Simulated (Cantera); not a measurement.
Charge: 1 mol Si2Cl6, 0.023 mol HCl, 15 mol H2, equilibrated at 25.5 Torr.

Cantera equilibrium calculation (NASA polynomials, part measured and part estimated; ideal gas, pure solids and liquids). Candidate condensed phases: Si; 19 gas species. The feed counts by its element totals alone. The tables' values for SiCl3, SiCl are old estimates; treat these amounts as uncertain. The numbers say what is thermodynamically allowed, not how fast it happens.

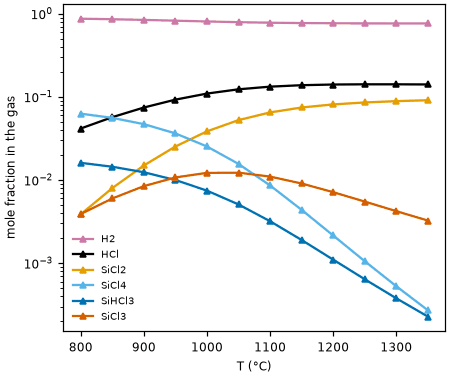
*Equilibrium gas composition (values under 1e-9 drawn at 1e-9)*

From 800 °C to 1350 °C the condensed part is Si(s). The main Si-bearing gas is SiCl4 at 800 °C and SiCl2 at 1350 °C. The share of Si in condensed phases is highest at 900 °C (29.5 %) and lowest at 1350 °C (14.6 %).
